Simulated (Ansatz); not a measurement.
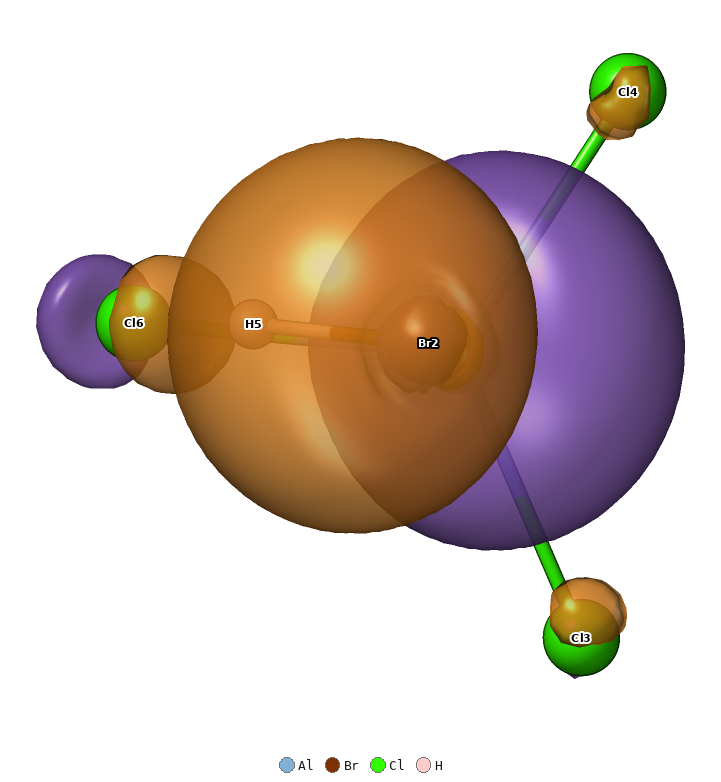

AlCl$_{3}$···HBr. The HOMO−1 at ±0.1 Å⁻³ᐟ² (orange and purple are the two phases), seen at an oblique angle.

Not at a stationary point (largest force 1.1 eV/Å).

Method: RKS PBE-D4/def2-SVP in Ansatz 0.2.0.

The calculation's input:

```
crystal:
  periodic: [false, false, false]
  atoms:
    - { symbol: Al, position_ang: [-0.4002, 0.6205, -0.4791] }
    - { symbol: Br, position_ang: [1.9175, -0.9759, -0.5496] }
    - { symbol: Cl, position_ang: [-1.5898, -0.2615, -1.8406] }
    - { symbol: Cl, position_ang: [0.2729, 2.4089, 0.1514] }
    - { symbol: H, position_ang: [0.6547, -1.1241, 0.9804] }
    - { symbol: Cl, position_ang: [-0.8552, -0.6678, 1.7374] }
basis:
  gaussian: { orbitals: def2-SVP }
hamiltonian:
  xc: pbe
  dispersion: d4
relax:
  f_tol: 0.15
  max_steps: 25
  restrain:
    - { distance: [0, 5], at: 2.23, k: 30.0 }
    - { distance: [4, 1], at: 1.51, k: 30.0 }
    - { distance: [0, 1], at: 3.71, k: 30.0 }
    - { distance: [4, 5], at: 2.63, k: 30.0 }
output:
  orbitals: {}
```

Command:

```sh
ansatz run input.yaml --threads 2 --pin off --max-ram 3072MiB --backend cpu --events-out ev --progress --plain --runs-dir out
```

The fields are those of the run's last geometry, not of the input's.

Q: Where does this orbital lie, and at what energy?

A: By Hirshfeld shares it lies mainly on Br2 (about 90 %); largely a lone pair of Br2. Its energy is −7.63 eV.
